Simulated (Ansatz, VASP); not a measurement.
**CaCuC: VASP beside Ansatz**

One calculation is typed for both programs; each brings its own data sets and cutoff. How far apart do they land? The cell is invented: As first built, before any earlier steps moved the atoms: it takes the CaCuSi structure with some of its atoms replaced by other elements, volume scaled by an estimate. It may not be a known or stable phase. The cell is a member of a volume series, scaled by 0.94 from a relaxed one, so a pressure remains.

Main program and level: Ansatz 0.2.0; plane waves, with VASP 6.6.1 beside it; single point at PBEsol.

## Step 1: Set-up

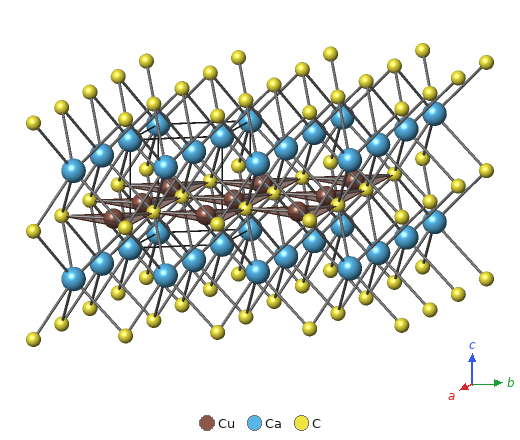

The cell as given, slightly off an axis (copper brown, calcium blue, carbon yellow). 3×3×1 cells are drawn. Some periodic images of atoms are drawn too.

Coordinates:

```xyz
3
Lattice="3.3894 0.0000 0.0000 -1.6947 2.9353 0.0000 0.0000 0.0000 3.9472" Properties=species:S:1:pos:R:3 pbc="T T T"
Cu    1.6947    0.9784    1.9736
Ca    0.0000    0.0000    0.0000
C     0.0000    1.9569    1.9736
```

## Step 2: VASP: single point, PBEsol

A single point gives forces, pressure and levels at one fixed geometry, so differences don't come from the geometry; what else differs is listed under the comparison.

Lines of VASP's logs that name or quote its potential files are left out, and so is its time.

Input file INCAR:

```
SYSTEM = CaCuC
PREC = Accurate
ENCUT = 520
EDIFF = 1E-06
NELM = 100
ISMEAR = -1
SIGMA = 0.05
LREAL = .FALSE.
ALGO = Normal
GGA = PS
NBANDS = 18
LORBIT = 11
LWAVE = .FALSE.
LCHARG = .FALSE.
ISIF = 2
```

Input file POSCAR:

```
CaCuC
1.0
    3.3894214382     -0.0000000751      0.0000000000
   -1.6947103784      2.9353251302      0.0000000000
    0.0000000000      0.0000000000      3.9471767523
Cu Ca C
1 1 1
Direct
    0.6666666700      0.3333333300      0.5000000000
    0.0000000000      0.0000000000      0.0000000000
    0.3333333300      0.6666666700      0.5000000000
```

Input file KPOINTS:

```
Automatic mesh
0
Gamma
7 7 6
0 0 0
```

Potentials, in the order of the species: Cu, Ca_sv and C (PBE family, release 64).

Started as:

```
$ mpirun -np 1 vasp_std
```

Numbers of over 12 decimals in the logs are rounded to 6 here.

Output:

```text
[banner, memory and clock lines left out]
running    1 mpi-ranks, on    1 nodes
 distrk:  each k-point on    1 cores,    1 groups
 distr:  one band on    1 cores,    1 groups

 POSCAR found type information on POSCAR CuCaC
 POSCAR found :  3 types and       3 ions
|                                                                             |
|               ----> ADVICE to this user running VASP <----                  |
|                                                                             |
|     You enforced a specific xc type in the INCAR file but a different       |
|     [... a line on the potential file left out ...]
|     I HOPE YOU KNOW WHAT YOU ARE DOING!                                     |
|                                                                             |

 LDA part: xc-table for (Slater+PW92), standard interpolation
 POSCAR, INCAR and KPOINTS ok, starting setup
 FFT: planning ... GRIDC
 FFT: planning ... GRID_SOFT
 FFT: planning ... GRID
 WAVECAR not read
 entering main loop
       N       E                     dE             d eps       ncg     rms          rms(c)
DAV:   1     0.179882296427E+03    0.17988E+03   -0.12478E+04  1152   0.178E+03
DAV:   2    -0.764116635748E+01   -0.18752E+03   -0.18281E+03  1182   0.366E+02
DAV:   3    -0.195378056457E+02   -0.11897E+02   -0.11601E+02  1594   0.950E+01
DAV:   4    -0.201935781374E+02   -0.65577E+00   -0.65185E+00  1798   0.189E+01
DAV:   5    -0.202206728867E+02   -0.27095E-01   -0.27079E-01  1694   0.353E+00    0.209E+01
DAV:   6    -0.246428418450E+02   -0.44222E+01   -0.19083E+02  1494   0.271E+02    0.173E+01
DAV:   7    -0.156046610880E+02    0.90382E+01   -0.25466E+01  1288   0.108E+02    0.579E+00
DAV:   8    -0.150855287771E+02    0.51913E+00   -0.50644E+00  1718   0.448E+01    0.154E+00
DAV:   9    -0.151018196007E+02   -0.16291E-01   -0.56781E-01  1908   0.824E+00    0.353E-01
DAV:  10    -0.151042351869E+02   -0.24156E-02   -0.34934E-02  1770   0.205E+00    0.400E-01
DAV:  11    -0.151009205256E+02    0.33147E-02   -0.18947E-02  1396   0.369E+00    0.118E-01
DAV:  12    -0.151010152133E+02   -0.94688E-04   -0.26395E-03  1886   0.109E+00    0.626E-02
DAV:  13    -0.151009783448E+02    0.36869E-04   -0.87434E-04  1884   0.597E-01    0.325E-02
DAV:  14    -0.151009651923E+02    0.13152E-04   -0.69619E-05  1834   0.159E-01    0.939E-03
DAV:  15    -0.151009637418E+02    0.14506E-05   -0.82963E-06  1752   0.531E-02    0.179E-03
DAV:  16    -0.151009636419E+02    0.99857E-07   -0.85830E-07   818   0.982E-03
   1 F= -.15100964E+02 E0= -.15096223E+02  d E =-.948221E-02
```

Parts of OUTCAR (step 2):

```text
ion  position               nearest neighbor table
   1  0.667  0.333  0.500-   3 1.96   3 1.96   3 1.96   2 2.78   2 2.78   2 2.78   2 2.78   2 2.78
                             2 2.78
   2  0.000  0.000  0.000-   1 2.78   1 2.78   1 2.78   1 2.78   1 2.78   1 2.78
   3  0.333  0.667  0.500-   1 1.96   1 1.96   1 1.96

  LATTYP: Found a hexagonal cell.
 ALAT       =     3.3894214382
 C/A-ratio  =     1.1645576758

 Subroutine GETGRP returns: Found 12 space group operations
 (whereof 12 operations were pure point group operations)

The static configuration has the point symmetry D_3h.

 Found     32 irreducible k-points:

   k-points           NKPTS =     32   k-points in BZ     NKDIM =     32   number of bands    NBANDS=     18

   dimension x,y,z NGX =    28 NGY =   28 NGZ =   30
   dimension x,y,z NGXF=    56 NGYF=   56 NGZF=   60

   ENCUT  =  520.0 eV  38.22 Ry    6.18 a.u.   6.30  6.30  7.34*2*pi/ulx,y,z

   NELECT =      25.0000    total number of electrons

 k-points in reciprocal lattice and weights: Automatic mesh
   0.00000000  0.00000000  0.00000000       0.003
   0.14285714  0.00000000  0.00000000       0.020
   0.28571429 -0.00000000  0.00000000       0.020
   0.42857143 -0.00000000  0.00000000       0.020
   0.14285714  0.14285714  0.00000000       0.020
   0.28571429  0.14285714  0.00000000       0.041
   0.42857143  0.14285714  0.00000000       0.020
   0.28571429  0.28571429  0.00000000       0.020
   0.00000000  0.00000000  0.16666667       0.007
[...]
0.42857143  0.14285714  0.50000000       0.020
   0.28571429  0.28571429  0.50000000       0.020

 average (electrostatic) potential at core
       1 -65.9469       2 -42.4719       3 -48.4684

 E-fermi :   6.0174

 k-point     1 :       0.0000    0.0000    0.0000
  band No.  band energies     occupation
    ...
      7       0.8642      2.00000
      8       1.6316      2.00000
      9       2.3817      2.00000
     10       2.3817      2.00000
     11       4.5691      2.00000
     12       7.2666      0.00000
     13       7.3957      0.00000
     14       7.3957      0.00000
     15       9.7703      0.00000
     16      11.0096      0.00000
    ...

 k-point     2 :       0.1429    0.0000    0.0000
  band No.  band energies     occupation
    ...
      7       1.0138      2.00000
      8       1.7265      2.00000
      9       2.2325      2.00000
     10       2.3555      2.00000
     11       4.6803      2.00000
     12       6.2173      0.03608
     13       7.1141      0.00000
     14       7.5613      0.00000
     15      10.2744      0.00000
     16      10.8610      0.00000
    ...

 k-point     3 :       0.2857   -0.0000    0.0000
  band No.  band energies     occupation
    ...
      8       1.8985      2.00000
      9       1.9070      2.00000
     10       2.2972      2.00000
     11       4.3687      2.00000
     12       5.0253      2.00000
     13       6.3242      0.00432
     14       7.9155      0.00000
     15      10.0565      0.00000
     16      11.3483      0.00000
     17      11.4642      0.00000
    ...

  Total        2.1773907      2.1773908      1.5517759      0.0000002      0.0000000      0.0000000
  in kB       88.8338738     88.8338752     63.3098436      0.0000083      0.0000000      0.0000000
  external PRESSURE =      80.3258642 kB  Pullay stress =       0.0000000 kB

  energy-cutoff  :      520.00
  volume of cell :       39.27
      direct lattice vectors                 reciprocal lattice vectors
     3.389421438 -0.000000075  0.000000000     0.295035607  0.170338850  0.000000000
    -1.694710378  2.935325130  0.000000000     0.000000008  0.340677768  0.000000000
     0.000000000  0.000000000  3.947176752     0.000000000  0.000000000  0.253345635

 POSITION                                       TOTAL-FORCE (eV/Angst)
 -----------------------------------------------------------------------------------
      1.69471      0.97844      1.97359        -0.000000     -0.000000      0.000000
      0.00000      0.00000      0.00000         0.000000     -0.000000      0.000000
      0.00000      1.95688      1.97359         0.000000      0.000000      0.000000
 -----------------------------------------------------------------------------------
    total drift:                                0.000001      0.000000      0.000000

  FREE ENERGIE OF THE ION-ELECTRON SYSTEM (eV)
  ---------------------------------------------------
  free  energy   TOTEN  =       -15.1009636419 eV

  energy  without entropy=      -15.0914814274  energy(sigma->0) =      -15.09622253

 total charge
# of ion       s       p       d       tot
------------------------------------------
    1        0.588   0.588   9.107  10.282
    2        2.058   5.873   0.349   8.279
    3        0.857   1.405   0.000   2.262
--------------------------------------------------
tot          3.502   7.866   9.455  20.824

[... 3 further parts left out ...]
```

The run ends at a pressure of 8.03 GPa.

## Step 3: Ansatz: single point, PBEsol

Ansatz runs on its default PAW (the set named soft_2) files.

The same cell, functional, mesh and smearing now go to Ansatz, which takes its cutoff from its data sets.

Input file input.yaml:

```yaml
crystal:
  lattice:
    - [3.3894214382, -7.51e-08, 0.0]
    - [-1.6947103784, 2.9353251302, 0.0]
    - [0.0, 0.0, 3.9471767523]
  atoms:
    - { symbol: Cu, position: [0.66666667, 0.33333333, 0.5] }
    - { symbol: Ca, position: [0.0, 0.0, 0.0] }
    - { symbol: C, position: [0.33333333, 0.66666667, 0.5] }
hamiltonian:
  xc: pbesol
  pseudopotentials: { kind: paw }
kpoints:
  mp_grid: { grid: [7, 7, 6] }
scf:
  occupations: { method: fermi_dirac, width: 0.05 }
  n_extra_bands: 4
output:
  forces: true
  stress: true
  eigenvalues: true
```

Started as:

```
$ ansatz run input.yaml --threads 2 --pin off --max-ram 4608MiB --backend cpu --events-out ev --progress --plain --runs-dir out
```

Output:

```text
Warning: the atoms were moved onto the symmetric positions of the space group found under crystal.symmetry.tolerance 1.0e-5 (fractional; no operation is sought that the atoms, as they stand in a round, miss by more than twice it, and no atom is moved by as much as it), and the run uses the moved positions. Before a round's move an operation carried an atom to 3.39e-8 Å from where it should land, the largest such dist [...]
scf.n_extra_bands = 4 over 17 filled bands (N_el = 33.0): the run solves 21 bands
Engine: ansatz 0.2.0, aarch64-unknown-linux-gnu
Pseudopotentials: kind: paw
Pseudopotential: Cu, paw, valence charge 19, recommended cutoff 420 eV (normal), Cu.paw.azcp
Pseudopotential: Ca, paw, valence charge 10, recommended cutoff 420 eV (normal), Ca.paw.azcp
Pseudopotential: C, paw, valence charge 4, recommended cutoff 420 eV (normal), C.paw.azcp
Functional definition: PBEsol
  exchange = pbesol_x
  correlation = pbesol_c
Crystal: 3 atoms, lattice volume = 39.271 Å³
Basis set: ecut = 420 eV, 793 PW (Γ), exchange–correlation on 48×48×54 points (8 copies of the dense FFT grid, shifted against one another)
Bands: 21, of which v1, the nominal top of the filled ones, is band 17 counted from 1 (16 counted from 0)
Symmetry: 12 space group operations
Space group: P-6m2 (ITA 187), of the structure as read, at distance tolerance 3.4e-5 Å
k-points: 32 of 294 (time reversal used)
Non-local potential: Cu, projectors of the file, l = 0: 3, l = 1: 2, l = 2: 3, l = 3: 1
Non-local potential: Ca, projectors of the file, l = 0: 3, l = 1: 2, l = 2: 2
Non-local potential: C, projectors of the file, l = 0: 2, l = 1: 2, l = 2: 1
PAW form: soft (Blöchl's): semilocal exchange-correlation on the pseudo side does not see the compensation charge
PAW frozen core: Cu, regenerated for the run's functional, and the local potential with it (the file was generated under x = pbe(κ = 0.804, μ = 0.219515), c = pbe(β = 0.066725))
PAW frozen core: Ca, regenerated for the run's functional, and the local potential with it (the file was generated under x = pbe(κ = 0.804, μ = 0.219515), c = pbe(β = 0.066725))
PAW frozen core: C, regenerated for the run's functional, and the local potential with it (the file was generated under x = pbe(κ = 0.804, μ = 0.219515), c = pbe(β = 0.066725))
PAW one-centre angular grid: Cu, 590 points (default); XC on 64 Gauss nodes
PAW one-centre angular grid: Ca, 110 points (default); XC on 64 Gauss nodes
PAW one-centre angular grid: C, 110 points (default); XC on 64 Gauss nodes
Initial density: superposition of atomic densities (neutral atoms: chi_scale 0, normalization atom), corrected by the library's trained network
Initial wavefunctions: pseudopotential atomic-orbital guess
Functional: x = pbesol(κ = 0.804, μ = 0.123457), c = pbesol(β = 0.046)
SCF iter   1: F=—  HF=-8628.257808 eV  |F-HF|=—  |Δ(HF+E_count)|=         —  Δρ=6.57e-3  dr2=2.20e-2  ethr=1.77e-3  ⟨swp⟩=6.1  Hψ=3422  notcnv=0
preconditioner: auto → none  [metal: Δε(μ)=0.090 eV  Ē_g=12.408 eV  σ=0.050 eV  W_gap=0.37  n_scr=8 (ndim 8)  ℏωp=28.4 eV  f_vac=0.000  D(μ)=1.17/eV (n_scr^D=8)  sad-step TF]
SCF iter   2: F=—  HF=-8628.252349 eV  |F-HF|=—  |Δ(HF+E_count)|=   5.46e-3  Δρ=4.40e-3  dr2=1.13e-2  ethr=6.66e-5  ⟨swp⟩=2.8  Hψ=1304  notcnv=0  defer=4
SCF iter   3: F=—  HF=-8628.248759 eV  |F-HF|=—  |Δ(HF+E_count)|=   3.59e-3  Δρ=1.55e-3  dr2=5.34e-4  ethr=3.43e-5  ⟨swp⟩=2.0  Hψ=1089  notcnv=0  defer=4
SCF iter   4: F=—  HF=-8628.248635 eV  |F-HF|=—  |Δ(HF+E_count)|=   1.24e-4  Δρ=6.68e-4  dr2=1.56e-4  ethr=1.62e-6  ⟨swp⟩=2.0  Hψ=1155  notcnv=0  defer=4
SCF iter   5: F=—  HF=-8628.248620 eV  |F-HF|=—  |Δ(HF+E_count)|=   1.49e-5  Δρ=3.15e-4  dr2=5.85e-5  ethr=4.74e-7  ⟨swp⟩=2.0  Hψ=925  notcnv=0  defer=4
SCF iter   6: F=—  HF=-8628.248604 eV  |F-HF|=—  |Δ(HF+E_count)|=   1.59e-5  Δρ=9.05e-5  dr2=4.29e-6  ethr=1.77e-7  ⟨swp⟩=2.0  Hψ=828  notcnv=0  defer=4
SCF iter   7: F=—  HF=-8628.248604 eV  |F-HF|=—  |Δ(HF+E_count)|=   8.28e-7  Δρ=3.04e-5  dr2=3.93e-7  ethr=1.30e-8  ⟨swp⟩=2.1  Hψ=819  notcnv=0  defer=4
SCF iter   8: F=-8628.248604 eV  HF=-8628.248604 eV  |F-HF|=3.29e-10  |Δ(HF+E_count)|=   7.70e-8  Δρ=1.36e-6  dr2=5.51e-10  ethr=3.03e-10  ⟨swp⟩=5.3  Hψ=2724  notcnv=0
SCF 1 converged in 8 iterations: F = -8628.248604 eV  dr2 = 5.51e-10
  greatest PAW one-centre occupation: 1.000 electrons in one spin orbital (limit 2), on the Cu atom at site 0 (counted from 0), in its partial waves of l = 0
SCF converged after 8 iterations
Free energy (F): -8628.248604 eV
Harris-Foulkes:  -8628.248604 eV  (|F-HF|=3.29e-10)
Internal energy: -8628.239103 eV  (E = F + TS)
E sigma→0 (E₀):  -8628.243853 eV
Entropy (-TS):   -0.009501 eV (-3.167 meV/atom)
Fermi energy:    12.500172 eV
--- Per-component energies (eV) ---
  E_band       = -517.061401
  E_kinetic    = 667.576341
  E_local      = -5779.966290  (includes V_loc(G=0)·N_el)
  E_nonlocal   = 475.064403
  E_hartree    = 2487.247047
  E_xc         = -274.869641
  E_vxc        = -348.201582  (∫ρ·V_xc dr)
  E_paw        = -2550.181183  (= ΣΔE_a)
  E_vpaw       = -506.026779  (= ΣTr[D̂ρ^β])
  E_aug_tail   = 0.000241  (compensation charges beyond the density's cutoff)
  E_ewald      = -3653.456116
  E_core_change = 0.346097  (= ΣΔE_core)
  E_smearing   = -0.009501  (= −TS)
  E_closure    = 0.000000  (closes the sum)
  Σ components = -8628.248604   (vs F -8628.248604, Δ=0.00e0)
--- Forces (eV/Å), atoms counted from 1 ---
  atom   1  Cu     0.00000000     0.00000000     0.00000000
  atom   2  Ca     0.00000000    -0.00000000    -0.00000000
  atom   3  C      0.00000000    -0.00000000    -0.00000000
  max |Σ_I F_I| component: 1.20e-16 eV/Å
--- Stress (GPa, compression-positive) ---
        8.182839      -0.000000      -0.000000
       -0.000000       8.182839       0.000000
       -0.000000       0.000000       6.024666
  P = ⅓ Tr σ = 7.4634 GPa (74.634 kbar)
--- Band table (eV; the first three rows and the last of 32) ---
  k-point 0: bands = [... 13 lower, 8.8943, 11.0226, 13.7732, 13.8864, 13.8864, 16.2298, 17.4949, 17.4949]
  k-point 1: bands = [... 13 lower, 8.8821, 10.2839, 14.0440, 14.0440, 14.4291, 16.5711, 17.0885, 17.0885]
  k-point 2: bands = [... 13 lower, 8.8531, 9.3231, 14.4261, 14.4261, 15.3122, 16.6298, 16.6298, 17.4470]
  k-point 31: bands = [... 13 lower, 9.0300, 9.2478, 10.1662, 11.7614, 13.0956, 17.9786, 18.2105, 18.9780]
```

It took 2.9 s on 2 threads of Arm Neoverse N1, shared host; peak memory 0.32 GiB.

The column dr2 measures how far the density is from self-consistency, as an energy; F and HF (Harris–Foulkes) agree once it is small.

The run ends at a pressure of 7.46 GPa.

## Step 4: Side by side

Known differences besides the PAW data sets themselves: the data sets hold 33 valence electrons in Ansatz (default PAW (the set named soft_2) files) and 25 in VASP; the cutoff is 420 eV in Ansatz and 520 eV in VASP; Ansatz makes its cores anew for this functional, VASP keeps those of its PBE data sets; VASP leaves aspherical gradient terms in its spheres out (LASPH is not set), Ansatz keeps them. Total energies have different zeros and are not compared.

Both answers:

| quantity | Ansatz | VASP | difference |
| --- | --- | --- | --- |
| pressure (GPa) | 7.46 | 8.03 | -0.57 |

Ansatz's pressure holds a Pulay correction of 0.16 GPa; VASP's holds none.

## Step 5: Summary of results

* difference in pressure (single point, PBEsol, volume scaled by 0.94): -0.57 GPa

In words: The difference in pressure is -0.57 GPa (single point, PBEsol), within the 1 GPa picked in this series as the mark of a large difference. Differences of this kind measure data sets and numerical settings, not the functional's error against experiment.

[Lines on the potential files, build, host, timing and source positions are cut from VASP's logs without a mark.]

[Logs are printed without paths, hosts, clocks, repeated set-up lines and the standing remarks that a program may print on its own settings, such as how far it seeks lower states.]

[Hosts, paths, dates, database ids (printed as entryN), source tags and the programs' standing remarks are cut or masked in the printed files.]
